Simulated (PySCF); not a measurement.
**C₆H₅F: electronic excitations at several levels of theory**

How much do the electronic excitations of C₆H₅F (`Fc1ccccc1`) depend on the level of theory, and what does each level cost?

The runs use PySCF 2.14.0, with density-fitted response routines of our own; the level of theory stands in each step. All values are computed, except where a source is named. Atoms count from 0, in the outputs and in this text.

## (1) The molecule as given

12 atoms, charge 0, multiplicity 1; geometry from: GFN2-xTB.

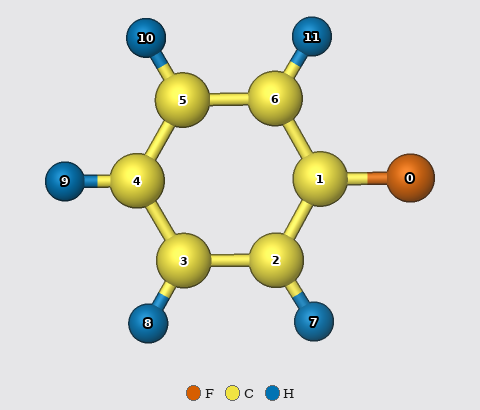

As it starts; fluorine orange, carbon yellow, hydrogen blue, atoms numbered; sticks join atoms by distance.

## (2) Optimising the geometry at PBE0-D3(BJ)/def2-SVP

What the job is given:

```
{"job": {"xc": "PBE0", "basis": "def2-SVP", "d3": "d3bj", "grid": 2, "kind": "geom"}, "charge": 0, "multiplicity": 1}
F      2.035730     0.837310     0.103550
C      0.787830     0.324360     0.041420
C     -0.291040     1.188600     0.028860
C     -1.566020     0.653970    -0.037870
C     -1.746470    -0.718590    -0.091110
C     -0.651020    -1.565850    -0.076210
C      0.631240    -1.048680    -0.011360
H     -0.125100     2.253540     0.071600
H     -2.420410     1.313690    -0.049310
H     -2.743460    -1.129440    -0.143430
H     -0.792740    -2.635280    -0.116030
H      1.499850    -1.688100    -0.000860
```

What it wrote:

```text
step   0  E = -330.88161846  max force = 0.018640
step   1  E = -330.88276038  max force = 0.005227
step   2  E = -330.88249108  max force = 0.008493
step   3  E = -330.88284078  max force = 0.002265
step   4  E = -330.88287762  max force = 0.000568
step   5  E = -330.88287778  max force = 0.000362
optimisation converged
```

Wall time 85 s (4 threads of AMD EPYC (Zen 3), shared host).

Step by step: (the energy doesn't fall at every step)

| step | energy from step 0 (eV) | largest force component (eV/Å) |
| --- | --- | --- |
| 0 | 0.0000 | 0.9585 |
| 1 | -0.0311 | 0.2688 |
| 2 | -0.0237 | 0.4367 |
| 3 | -0.0333 | 0.1165 |
| 4 | -0.0343 | 0.0292 |
| 5 | -0.0343 | 0.0186 |

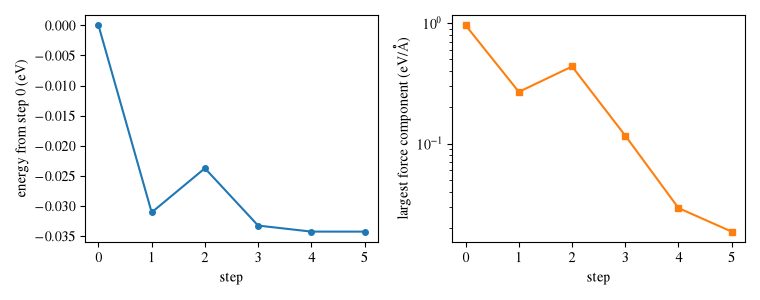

Energy and largest force along the relaxation.

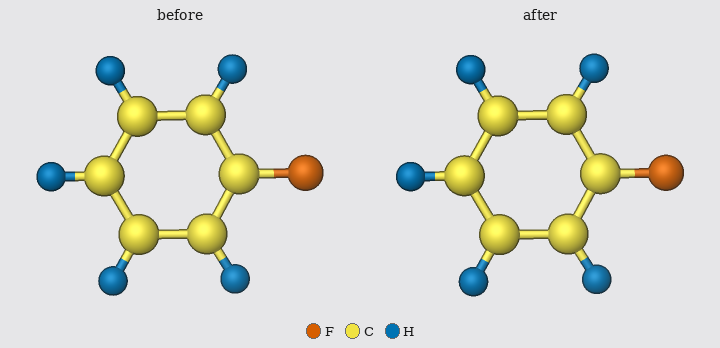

The geometry before (left) and after (right).

Close pairs (by a distance rule), those that changed most:

| bond | before (Å) | after (Å) | change (Å) |
| --- | --- | --- | --- |
| F0–C1 | 1.351 | 1.333 | -0.018 |
| C5–H10 | 1.080 | 1.092 | +0.013 |
| C3–H8 | 1.080 | 1.092 | +0.013 |
| C2–H7 | 1.079 | 1.091 | +0.013 |
| C6–H11 | 1.079 | 1.091 | +0.013 |
| C4–H9 | 1.080 | 1.092 | +0.012 |
| C4–C5 | 1.385 | 1.395 | +0.010 |
| C2–C3 | 1.384 | 1.394 | +0.010 |

The final coordinates are the input of the step that follows.

| at the end point | value |
| --- | --- |
| point group (found at 0.08 Å tolerance) | C2v |
| rotational constants (GHz, main isotopes) | 5.681, 2.575, 1.772 |
| dipole moment (D) | 1.35 |

## (3) Excited states and response: CAM-B3LYP/def2-SVPD

What the job is given:

```
{"job": {"kind": "uv", "xc": "CAM-B3LYP", "basis": "def2-SVPD", "nstates": 12, "ntriplets": 4}, "charge": 0, "multiplicity": 1}
F      2.030010     0.836596     0.114959
C      0.799738     0.329187     0.045278
C     -0.287047     1.195416     0.030225
C     -1.570772     0.657331    -0.040320
C     -1.758070    -0.723756    -0.094935
C     -0.651524    -1.572734    -0.079842
C      0.638630    -1.050334    -0.009590
H     -0.113371     2.272118     0.073961
H     -2.433225     1.327822    -0.052239
H     -2.766662    -1.138565    -0.149213
H     -0.790734    -2.655477    -0.122755
H      1.521415    -1.692074     0.003722
```

Method: TDDFT CAM-B3LYP/def2-SVPD, vertical, gas phase, core orbitals frozen in the response.

What it wrote:

```text
coarse grid: 10704 points
cycle   1  E = -330.9972945613  dE =  1.300e+00  |g| = 4.587e-01  |ddm| = 1.081e+01
cycle   2  E = -330.9983944881  dE = -1.100e-03  |g| = 5.037e-01  |ddm| = 2.045e+00
cycle   3  E = -331.0421309332  dE = -4.374e-02  |g| = 5.544e-02  |ddm| = 7.467e-01
cycle   4  E = -331.0426654274  dE = -5.345e-04  |g| = 2.755e-02  |ddm| = 2.040e-01
cycle   5  E = -331.0428500164  dE = -1.846e-04  |g| = 4.845e-03  |ddm| = 1.072e-01
cycle   6  E = -331.0428550725  dE = -5.056e-06  |g| = 1.391e-03  |ddm| = 2.031e-02
final grid: 105712 points
cycle   7  E = -331.1025130359  dE = -2.650e-05  |g| = 2.957e-03  |ddm| = 1.537e-01
cycle   8  E = -331.1025127909  dE =  2.449e-07  |g| = 3.399e-03  |ddm| = 1.481e-02
cycle   9  E = -331.1025150322  dE = -2.241e-06  |g| = 3.292e-04  |ddm| = 6.895e-03
cycle  10  E = -331.1025150489  dE = -1.670e-08  |g| = 1.375e-04  |ddm| = 1.021e-03
cycle  11  E = -331.1025150530  dE = -4.072e-09  |g| = 2.634e-05  |ddm| = 4.138e-04
cycle  12  E = -331.1025150531  dE = -1.622e-10  |g| = 9.312e-06  |ddm| = 9.705e-05
converged SCF energy = -331.1025150531

Static polarisability (au): isotropic 67.309, principal 41.788 79.102 81.037

Singlet excitations
state   eV       nm        f      main configurations
  1   5.4276    228.4   0.01271   H->L 0.68, H-1->L+1 0.32
  2   6.2077    199.7   0.00077   H->L+1 0.54, H-1->L 0.45
  3   7.1540    173.3   0.59486   H-1->L 0.53, H->L+1 0.44
  4   7.1912    172.4   0.58399   H-1->L+1 0.66, H->L 0.30
  5   7.2145    171.9   0.00432   H->L+2 0.96
  6   7.5548    164.1   0.00001   H-1->L+2 0.94
  7   7.6410    162.3   0.01823   H->L+4 0.82, H->L+5 0.08
  8   7.8966    157.0   0.00000   H->L+3 0.94
  9   7.9500    156.0   0.00821   H-2->L 0.97
 10   8.0724    153.6   0.04686   H-1->L+3 0.67, H->L+5 0.23
 11   8.1646    151.9   0.00000   H-2->L+1 0.96
 12   8.1833    151.5   0.00000   H-1->L+4 0.76, H-1->L+5 0.11

Triplet excitations (Tamm-Dancoff, eV): 4.1047 4.6265 4.8217 5.4043
```

Wall time 63 s (4 threads of AMD EPYC (Zen 3), shared host).

The orbitals next to the gap, with their largest atomic shares:

| orbital | eV | atoms |
| --- | --- | --- |
| HOMO−3 | -12.04 | C4 17 %, C5 16 %, C3 16 % |
| HOMO−2 | -11.39 | C1 13 %, C3 12 %, C5 12 % |
| HOMO−1 | -8.90 | C2 21 %, C6 21 %, C5 20 % |
| HOMO | -8.49 | C4 24 %, C1 20 %, F0 11 % |
| LUMO | 0.49 | C5 19 %, C3 19 %, C2 18 % |
| LUMO+1 | 0.81 | C4 21 %, C1 21 %, C3 12 % |
| LUMO+2 | 1.63 | C4 16 %, C5 13 %, C3 13 % |

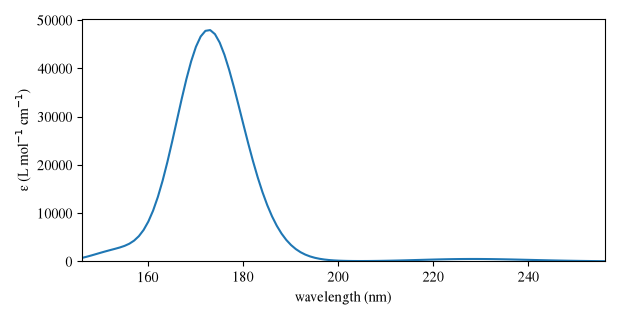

Absorption spectrum: each of the 12 states is a Gaussian band of 0.4 eV half-width at 1/e. Beyond the last state computed it falls off for lack of states.

Ground-state properties from the same run:

| property | computed |
| --- | --- |
| dipole moment (D) | 1.56 |
| polarisability (Å³) | 9.97 |
| HOMO–LUMO gap (eV) | 8.97 |
| −ε(HOMO) (eV) | 8.49 |

## (4) Ultraviolet spectrum: PBE0/def2-SVPD

Same as in step 3 but for these lines:

```diff
@@ -1,2 +1,2 @@
-{"job": {"kind": "uv", "xc": "CAM-B3LYP", "basis": "def2-SVPD", "nstates": 12, "ntriplets": 4}, "charge": 0, "multiplicity": 1}
+{"job": {"kind": "uv", "xc": "PBE0", "basis": "def2-SVPD", "nstates": 12, "ntriplets": 4}, "charge": 0, "multiplicity": 1}
 F      2.030010     0.836596     0.114959
```

Method: TDDFT PBE0/def2-SVPD, vertical, gas phase, core orbitals frozen in the response.

What it wrote:

```text
coarse grid: 10704 points
cycle   1  E = -330.7993614511  dE =  1.099e+00  |g| = 4.457e-01  |ddm| = 1.042e+01
cycle   2  E = -330.7770229614  dE =  2.234e-02  |g| = 5.655e-01  |ddm| = 2.703e+00
cycle   3  E = -330.8407002750  dE = -6.368e-02  |g| = 8.092e-02  |ddm| = 9.755e-01
cycle   4  E = -330.8422073252  dE = -1.507e-03  |g| = 3.637e-02  |ddm| = 3.136e-01
cycle   5  E = -330.8425635258  dE = -3.562e-04  |g| = 8.275e-03  |ddm| = 1.166e-01
cycle   6  E = -330.8425779463  dE = -1.442e-05  |g| = 2.845e-03  |ddm| = 3.412e-02
cycle   7  E = -330.8425798676  dE = -1.921e-06  |g| = 4.504e-04  |ddm| = 8.629e-03
final grid: 105712 points
cycle   8  E = -330.8889733666  dE = -2.349e-05  |g| = 6.701e-03  |ddm| = 2.000e-01
cycle   9  E = -330.8889670643  dE =  6.302e-06  |g| = 8.912e-03  |ddm| = 4.485e-02
cycle  10  E = -330.8889846425  dE = -1.758e-05  |g| = 1.058e-03  |ddm| = 2.329e-02
cycle  11  E = -330.8889848491  dE = -2.066e-07  |g| = 1.624e-04  |ddm| = 2.545e-03
cycle  12  E = -330.8889848540  dE = -4.945e-09  |g| = 4.474e-05  |ddm| = 1.068e-03
cycle  13  E = -330.8889848543  dE = -2.544e-10  |g| = 3.433e-05  |ddm| = 1.864e-04
cycle  14  E = -330.8889848546  dE = -3.362e-10  |g| = 1.931e-06  |ddm| = 8.031e-05
converged SCF energy = -330.8889848546

Static polarisability (au): isotropic 67.307, principal 41.736 79.050 81.136

Singlet excitations
state   eV       nm        f      main configurations
  1   5.4210    228.7   0.01341   H->L 0.69, H-1->L+1 0.31
  2   6.1971    200.1   0.00110   H->L+1 0.55, H-1->L 0.44
  3   7.0725    175.3   0.00450   H->L+2 0.99
  4   7.1403    173.6   0.57735   H-1->L 0.53, H->L+1 0.43
  5   7.1738    172.8   0.55566   H-1->L+1 0.66, H->L 0.30
  6   7.4471    166.5   0.00002   H-1->L+2 0.99
  7   7.5960    163.2   0.01322   H->L+4 0.91
  8   7.6866    161.3   0.00442   H-2->L 0.97
  9   7.7054    160.9   0.00000   H->L+3 0.98
 10   7.9161    156.6   0.00000   H-2->L+1 0.98
 11   7.9912    155.2   0.04010   H-1->L+3 0.50, H->L+5 0.45
 12   8.0597    153.8   0.00000   H-1->L+4 0.93

Triplet excitations (Tamm-Dancoff, eV): 4.0954 4.5628 4.7679 5.3654
```

Wall time 54 s (4 threads of AMD EPYC (Zen 3), shared host).

This run: HOMO -7.26 eV, LUMO -0.59 eV; lowest singlet 5.42 eV.

## (5) Ultraviolet spectrum: PBE/def2-SVPD

Same as in step 4 but for these lines:

```diff
@@ -1,2 +1,2 @@
-{"job": {"kind": "uv", "xc": "PBE0", "basis": "def2-SVPD", "nstates": 12, "ntriplets": 4}, "charge": 0, "multiplicity": 1}
+{"job": {"kind": "uv", "xc": "PBE", "basis": "def2-SVPD", "nstates": 12, "ntriplets": 4}, "charge": 0, "multiplicity": 1}
 F      2.030010     0.836596     0.114959
```

Method: TDDFT PBE/def2-SVPD, vertical, gas phase, core orbitals frozen in the response.

What it wrote:

```text
coarse grid: 10704 points
cycle   1  E = -330.7337836355  dE =  8.720e-01  |g| = 5.388e-01  |ddm| = 1.188e+01
cycle   2  E = -330.6234693827  dE =  1.103e-01  |g| = 8.643e-01  |ddm| = 3.884e+00
cycle   3  E = -330.7958576219  dE = -1.724e-01  |g| = 1.768e-01  |ddm| = 2.047e+00
cycle   4  E = -330.8046436787  dE = -8.786e-03  |g| = 5.693e-02  |ddm| = 5.477e-01
cycle   5  E = -330.8055035657  dE = -8.599e-04  |g| = 1.667e-02  |ddm| = 2.043e-01
cycle   6  E = -330.8055657211  dE = -6.216e-05  |g| = 5.706e-03  |ddm| = 6.396e-02
cycle   7  E = -330.8055735453  dE = -7.824e-06  |g| = 5.007e-04  |ddm| = 2.719e-02
final grid: 105712 points
cycle   8  E = -330.8691032534  dE = -2.742e-05  |g| = 1.190e-02  |ddm| = 3.049e-01
cycle   9  E = -330.8690355562  dE =  6.770e-05  |g| = 2.143e-02  |ddm| = 1.014e-01
cycle  10  E = -330.8691372222  dE = -1.017e-04  |g| = 3.013e-03  |ddm| = 6.082e-02
cycle  11  E = -330.8691389720  dE = -1.750e-06  |g| = 4.365e-04  |ddm| = 8.112e-03
cycle  12  E = -330.8691390047  dE = -3.265e-08  |g| = 2.223e-04  |ddm| = 2.820e-03
cycle  13  E = -330.8691390192  dE = -1.456e-08  |g| = 3.769e-05  |ddm| = 5.085e-04
cycle  14  E = -330.8691390195  dE = -2.511e-10  |g| = 2.341e-05  |ddm| = 1.314e-04
converged SCF energy = -330.8691390195

Static polarisability (au): isotropic 68.999, principal 42.250 80.925 83.823

Singlet excitations
state   eV       nm        f      main configurations
  1   5.1345    241.5   0.01272   H->L 0.70, H-1->L+1 0.30
  2   5.9717    207.6   0.00443   H->L+1 0.58, H-1->L 0.40
  3   6.4942    190.9   0.00299   H->L+2 1.00
  4   6.8820    180.2   0.44635   H-1->L+1 0.65, H->L 0.27
  5   6.9059    179.5   0.52906   H-1->L 0.57, H->L+1 0.38
  6   6.9319    178.9   0.00040   H-1->L+2 1.00
  7   6.9375    178.7   0.00405   H-2->L 0.99
  8   7.0590    175.6   0.00000   H->L+4 1.00
  9   7.0899    174.9   0.00628   H->L+3 0.99
 10   7.1881    172.5   0.00000   H-2->L+1 0.99
 11   7.4490    166.4   0.00371   H->L+5 0.98
 12   7.4976    165.4   0.00000   H-1->L+3 0.99

Triplet excitations (Tamm-Dancoff, eV): 4.2022 4.3834 4.6483 5.1743
```

It took 48 s on 4 threads of AMD EPYC (Zen 3), shared host.

Key values: HOMO -6.20 eV, LUMO -1.48 eV; lowest singlet 5.13 eV.

## (6) Ultraviolet spectrum: B3LYP/def2-SVPD

Same as in step 5 but for these lines:

```diff
@@ -1,2 +1,2 @@
-{"job": {"kind": "uv", "xc": "PBE", "basis": "def2-SVPD", "nstates": 12, "ntriplets": 4}, "charge": 0, "multiplicity": 1}
+{"job": {"kind": "uv", "xc": "B3LYP", "basis": "def2-SVPD", "nstates": 12, "ntriplets": 4}, "charge": 0, "multiplicity": 1}
 F      2.030010     0.836596     0.114959
```

Method: TDDFT B3LYP/def2-SVPD, vertical, gas phase, core orbitals frozen in the response.

What it wrote:

```text
coarse grid: 10704 points
cycle   1  E = -331.1537994160  dE =  1.045e+00  |g| = 4.850e-01  |ddm| = 1.169e+01
cycle   2  E = -331.1160549533  dE =  3.774e-02  |g| = 6.554e-01  |ddm| = 3.111e+00
cycle   3  E = -331.2028887876  dE = -8.683e-02  |g| = 9.448e-02  |ddm| = 1.177e+00
cycle   4  E = -331.2049907977  dE = -2.102e-03  |g| = 4.067e-02  |ddm| = 3.573e-01
cycle   5  E = -331.2054365973  dE = -4.458e-04  |g| = 9.973e-03  |ddm| = 1.321e-01
cycle   6  E = -331.2054575175  dE = -2.092e-05  |g| = 3.594e-03  |ddm| = 3.796e-02
cycle   7  E = -331.2054605268  dE = -3.009e-06  |g| = 6.174e-04  |ddm| = 1.190e-02
final grid: 105712 points
cycle   8  E = -331.2629681458  dE = -3.234e-05  |g| = 5.554e-03  |ddm| = 2.625e-01
cycle   9  E = -331.2629605838  dE =  7.562e-06  |g| = 8.386e-03  |ddm| = 3.386e-02
cycle  10  E = -331.2629752609  dE = -1.468e-05  |g| = 8.103e-04  |ddm| = 1.911e-02
cycle  11  E = -331.2629753925  dE = -1.316e-07  |g| = 1.308e-04  |ddm| = 2.542e-03
cycle  12  E = -331.2629753952  dE = -2.797e-09  |g| = 6.585e-05  |ddm| = 8.565e-04
cycle  13  E = -331.2629753962  dE = -9.865e-10  |g| = 3.085e-05  |ddm| = 2.109e-04
converged SCF energy = -331.2629753962

Static polarisability (au): isotropic 67.994, principal 41.984 79.955 82.042

Singlet excitations
state   eV       nm        f      main configurations
  1   5.3314    232.6   0.01251   H->L 0.68, H-1->L+1 0.32
  2   6.0882    203.6   0.00114   H->L+1 0.55, H-1->L 0.44
  3   6.7875    182.7   0.00408   H->L+2 0.99
  4   7.0450    176.0   0.56957   H-1->L 0.53, H->L+1 0.43
  5   7.0710    175.3   0.54614   H-1->L+1 0.66, H->L 0.30
  6   7.1596    173.2   0.00016   H-1->L+2 0.99
  7   7.3291    169.2   0.01201   H->L+4 0.96
  8   7.3815    168.0   0.00000   H->L+3 0.99
  9   7.6156    162.8   0.00790   H-2->L 0.97
 10   7.6985    161.0   0.03781   H-1->L+3 0.70, H->L+5 0.26
 11   7.7571    159.8   0.00025   H->L+5 0.70, H-1->L+3 0.27
 12   7.7629    159.7   0.00000   H-1->L+4 0.97

Triplet excitations (Tamm-Dancoff, eV): 4.1588 4.5413 4.7456 5.3122
```

Wall time 53 s (4 threads of AMD EPYC (Zen 3), shared host).

Key values: HOMO -7.04 eV, LUMO -0.78 eV; lowest singlet 5.33 eV.

## (7) Side by side: electronic excitations

Excitations and ground-state properties, with basis size and wall time:

| run | lowest singlet (eV) | brightest (eV) | f | gap (eV) | α (Å³) | μ (D) | functions | time |
| --- | --- | --- | --- | --- | --- | --- | --- | --- |
| CAM-B3LYP/def2-SVPD | 5.43 | 7.15 | 0.595 | 8.97 | 9.97 | 1.56 | 183 | 63 s |
| PBE0/def2-SVPD | 5.42 | 7.14 | 0.577 | 6.67 | 9.97 | 1.48 | 183 | 54 s |
| PBE/def2-SVPD | 5.13 | 6.91 | 0.529 | 4.73 | 10.22 | 1.34 | 183 | 48 s |
| B3LYP/def2-SVPD | 5.33 | 7.04 | 0.570 | 6.26 | 10.08 | 1.49 | 183 | 53 s |

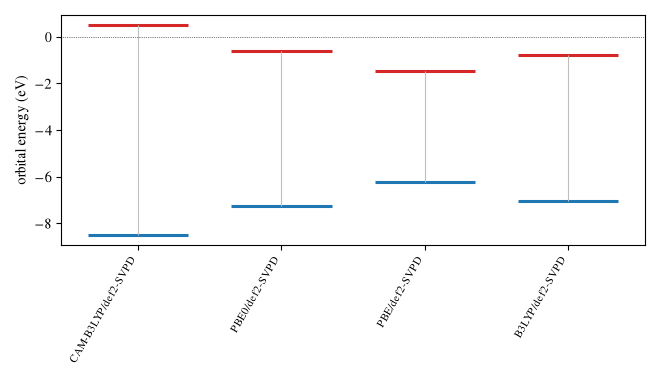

HOMO (blue) and LUMO (red) run by run.

## (8) What came out

| quantity | value |
| --- | --- |
| point group | C2v |
| rotational constants (main isotopes) | 5.68, 2.57, 1.77 GHz |
| lowest singlet (CAM-B3LYP/def2-SVPD) | 5.43 eV (228 nm), f = 0.013 |
| brightest single state of those computed | state 3, 7.15 eV, f = 0.595 |
| lowest triplet | 4.10 eV |
| range of the lowest singlet | 5.13 to 5.43 eV |

In words: Single values in the summary come from the first sound run of each kind (CAM-B3LYP/def2-SVPD), which need not be the best level. Relaxing lowered the energy by 0.034 eV in 5 steps; the close pair that moved most is F0–C1, from 1.351 to 1.333 Å. The lowest singlet, at 5.43 eV, is HOMO→LUMO 0.68, HOMO−1→LUMO+1 0.32 and is weak; of the 12 states computed, the strongest absorption comes from state 3 at 7.15 eV. The lowest triplet lies 1.32 eV below the lowest singlet (triplets in Tamm-Dancoff, singlets in full TDDFT). The lowest singlet runs from 5.13 eV (PBE/def2-SVPD) to 5.43 eV (CAM-B3LYP/def2-SVPD), while the orbital gap spans 4.73 to 8.97 eV: the excitation energy moves far less from run to run than the orbital gap does. The lowest state need not be the same one in every run.
